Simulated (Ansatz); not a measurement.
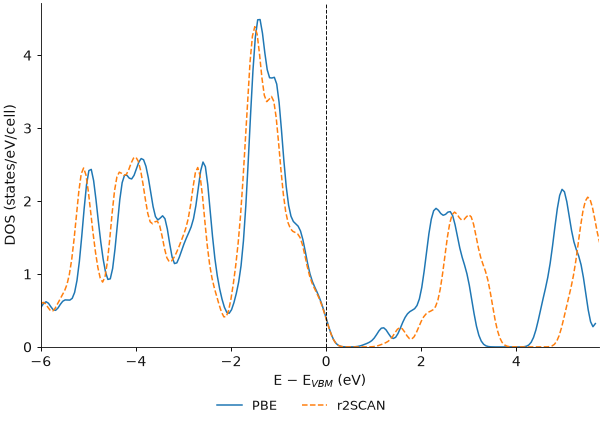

Total densities of states of SnSO (slab), 3 atoms in the cell, 1T monolayer (Janus) type, by two methods on the same cell. The curves are built from the levels of the k mesh with Gaussians 0.3 eV wide, which also blur the band edges. Each is counted from its own valence-band top.

Question: What changes from one method to the other?

Answer: PBE gives a gap of 0.91 eV and r2SCAN gives a gap of 1.27 eV.

Settings. PBE: DFT, PBE, plane waves, PAW, no spin polarisation, 12×12×1 k mesh, 420 eV cutoff (Ansatz). r2SCAN: DFT, r2SCAN, plane waves, PAW, no spin polarisation, 12×12×1 k mesh, 500 eV cutoff (Ansatz 0.2.0).

The atoms aren't at rest in this cell (largest force 0.4 eV/Å), so the relaxed material can differ.
